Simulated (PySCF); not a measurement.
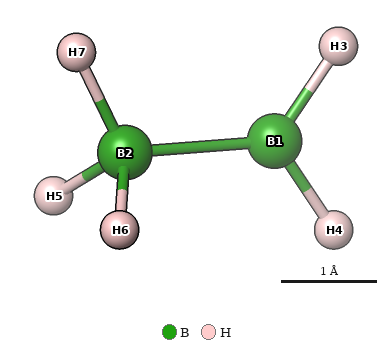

Figure 1. The input geometry (ball-and-stick view, seen at a tilt; atoms are numbered from 1 in the order of the input). Bond lengths as drawn: B–B 1.68 Å and B–H 1.20 to 1.24 Å.

## Single-point calculation, with input and output: B2H5 (charge −1)

- system: B2H5, charge −1, SMILES B[BH3-]
- method: B3LYP/STO-3G, RKS (PySCF 2.14.0)

The geometry comes from this level: GFN2-xTB.

Output:
```
converged SCF energy = -51.9627234944919
total energy: -51.96272349 hartree
```

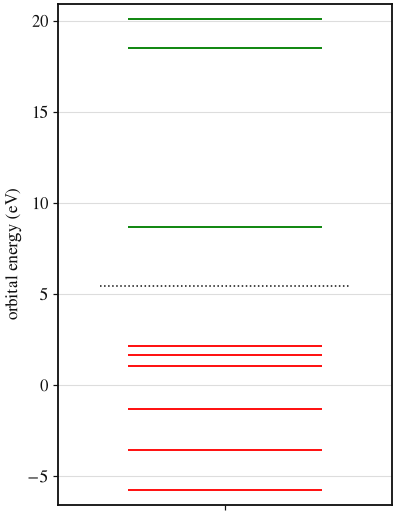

Figure 2. Orbital energies near the frontier; the dotted line parts filled from empty levels, and levels within 0.02 eV of each other stand side by side. Highest filled 2.16 eV, lowest empty 8.68 eV, 6.52 eV apart.

This output came from the following input.

Input (calc.py):
```python
from pyscf import gto, dft

mol = gto.M(
    atom='''
B    0.210010  -0.813600   0.474350
B   -0.119910   0.613520  -0.349380
H    1.262150  -1.128320   0.968990
H   -0.606320  -1.678230   0.657480
H   -0.531530   0.371570  -1.495060
H   -1.042200   1.230100   0.207460
H    0.827810   1.404960  -0.463840
''',
    verbose=3,
    max_memory=1860,
    basis='sto-3g',
    charge=-1,
)

mf = dft.RKS(mol, xc='b3lyp')
mf.conv_tol = 1e-10
mf.grids.level = 5
mf.kernel()
if not mf.converged:
    mf = mf.newton().run(mf.mo_coeff, mf.mo_occ)

e_final = mf.e_tot
print(f'total energy: {e_final:.8f} hartree')
```

Command:
```bash
OMP_NUM_THREADS=1 python calc.py
```

Results in brief:

```json
{"quantity": "outcome", "value": "converged"}
{"quantity": "total energy", "value": "−51.962723 hartree"}
{"quantity": "basis functions", "value": "15"}
{"quantity": "HOMO", "value": "2.16 eV"}
{"quantity": "LUMO", "value": "8.68 eV"}
{"quantity": "hardware", "value": "1 thread of Intel Xeon @ 2.90GHz (Ice Lake), 16 GiB of memory available, shared host"}
{"quantity": "wall time", "value": "3.3 s"}
{"quantity": "peak memory", "value": "0.19 GiB"}
```

Remarks:

The record of the run, not the program, notes: dipole of an ion depends on the origin.
